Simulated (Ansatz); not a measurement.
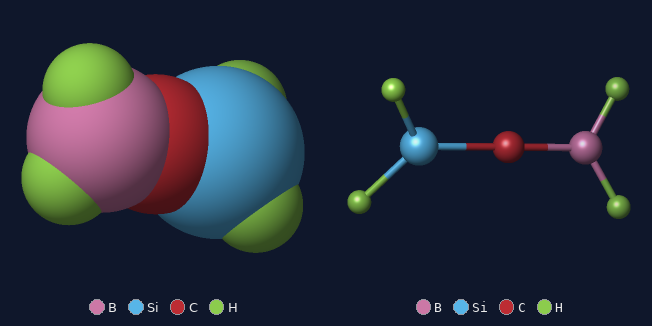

Two views of one molecule.

State: neutral, doublet.

> Count the atoms of each element.

CH₄BSi, 7 atoms: 1 carbon, 4 hydrogen, 1 boron and 1 silicon.

> Which point group does it belong to?

C2.

> How many atoms are distinct by symmetry?

5: 1 B, 1 Si, 1 C, 2 H, 2 H.

> Count the bonded pairs by element.

2 B–H, 2 Si–H, 1 C–Si, 1 C–B. Sticks follow a distance rule.

More results for the same structure follow; atom numbers are the same in all pictures, views and colours differ. Computed geometry: PBE0-D4/def2-TZVP optimisation. No frequency run is at hand to confirm it as a minimum.

Geometry

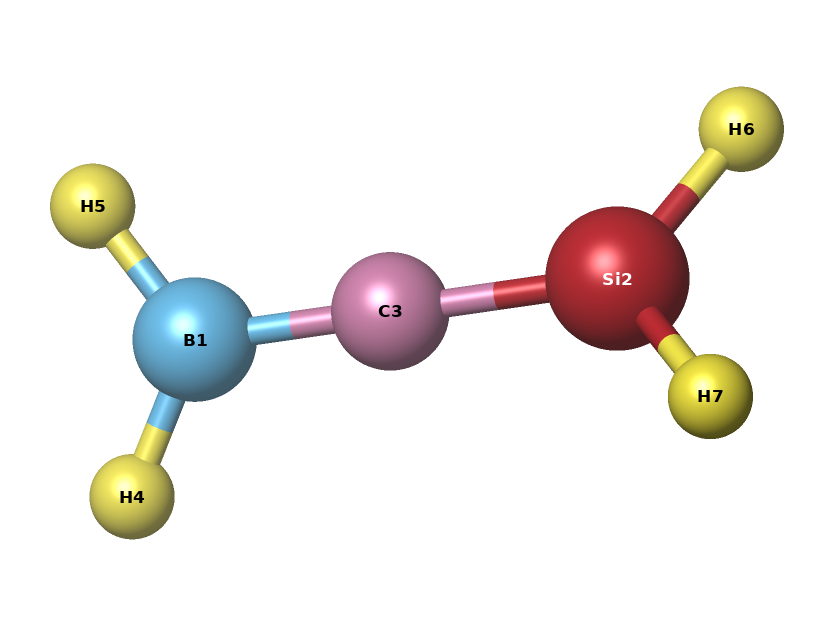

Numbered structure. No frequency run is at hand to confirm it as a minimum.

List the bonds and their lengths.

```json
{"bond": "B1–C3", "length (Å)": "1.457"}
{"bond": "B1–H4", "length (Å)": "1.202"}
{"bond": "B1–H5", "length (Å)": "1.202"}
{"bond": "Si2–C3", "length (Å)": "1.690"}
{"bond": "Si2–H6", "length (Å)": "1.480"}
{"bond": "Si2–H7", "length (Å)": "1.480"}
```

Dipole moment

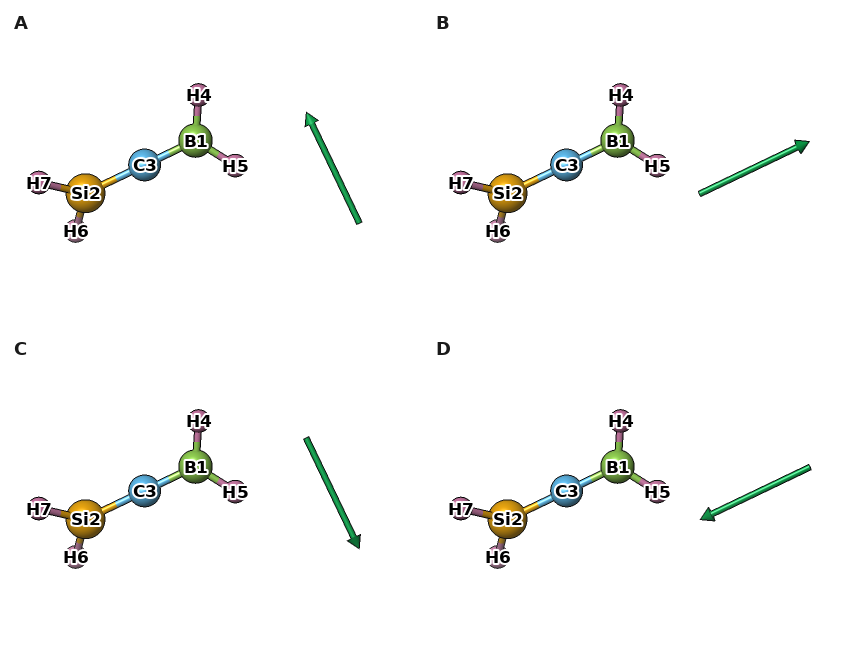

The same molecule four times, each with an arrow. No frequency run is at hand to confirm it as a minimum. Method: UKS PBE0-D4/def2-TZVP (Ansatz 0.2.0).

> Which arrow points along the dipole moment, from the negative to the positive end?

D. The dipole moment is 2.70 D; it points from the side of H4, H5 to the side of H6, H7 (the outermost atoms at the two ends).

Electronic properties

No frequency run is at hand to confirm it as a minimum. Level of theory: UKS PBE0-D4/def2-TZVPP (Ansatz 0.2.0).

Predict the main results.

- HOMO energy (Kohn–Sham orbital): −6.60 eV
- ⟨S²⟩ of the determinant: 0.756
- dispersion correction: −9.3 kJ/mol

Charges

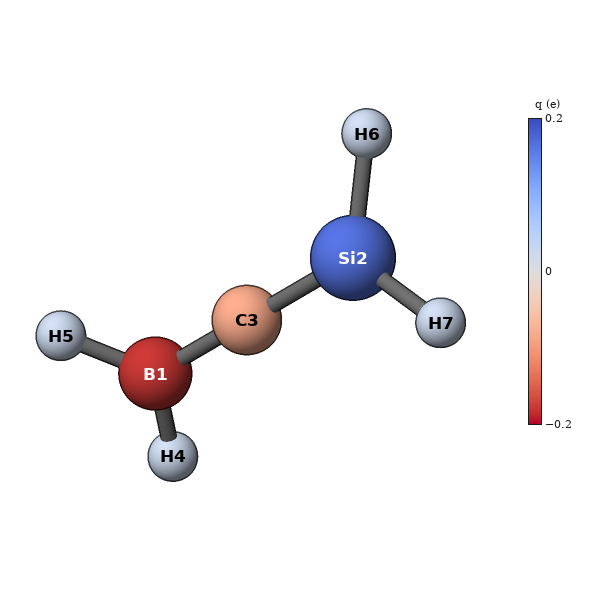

Atoms are coloured by their Mulliken charges. No frequency run is at hand to confirm it as a minimum. Method: UKS PBE0-D4/def2-TZVP (Ansatz 0.2.0).

> Which atom carries the highest charge (most positive or least negative)?

Si2 (0.17 e).

> And the lowest?

B1 (−0.18 e).

Give the Mulliken charges atom by atom.

```tsv
atom	value (e)
B1	−0.18
Si2	0.17
C3	−0.08
H4	0.02
H5	0.02
H6	0.02
H7	0.02
```

Mulliken values depend strongly on the basis set and can even reverse the polarity of a bond.
